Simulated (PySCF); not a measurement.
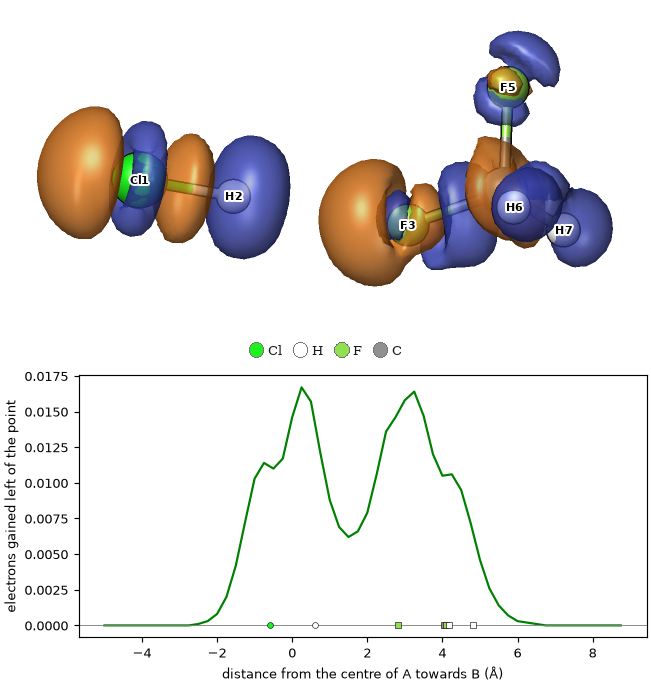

CH$_{3}$ClF$_{2}$, SMILES `Cl.FCF`. Density of the complex less the densities of the two fragments at the same geometry, ±0.002 e/Å³ (orange: gain, blue: loss). Fragment A: HCl (atoms 1–2); fragment B: H2CF2. Below: the charge-displacement curve along the line of centres (A on the left).

Method: r2SCAN/def2-SVP; geometry: GFN2-xTB; program: PySCF. GFN2-xTB bond lengths at metals and heavier atoms can be off by up to 0.1 Å and shapes distorted, which carries into these values.

Geometry (Å), atoms numbered from 1:

```
Cl1     -2.5593    0.1202    0.0367
H2      -1.3595   -0.2047   -0.2474
F3       0.8380   -0.7350   -0.2137
C4       2.0612   -0.3628    0.2202
F5       2.2272    0.9323   -0.0864
H6       2.0961   -0.4809    1.3113
H7       2.8178   -0.9573   -0.3085
```

How is the density rearranged on binding?

Hirshfeld charges show 0.007 e passing from B to A. By Hirshfeld charges, electrons gather most on Cl1 (−0.014 e) and leave H2 most (+0.008 e); 0.04 e is displaced in all, which induces a dipole of 0.36 D.

What is the interaction energy, and which contacts carry it?

The counterpoise-corrected interaction energy of the frozen fragments is −2.0 kcal/mol without dispersion correction and −2.2 kcal/mol with D3(BJ). The pair geometry is semi-empirical, not a minimum at this level. Contacts: H2···F3, hydrogen bond, 2.26 Å, ρ = 0.010 a.u. The pose is a local one from a semi-empirical search, not shown to be the most stable.
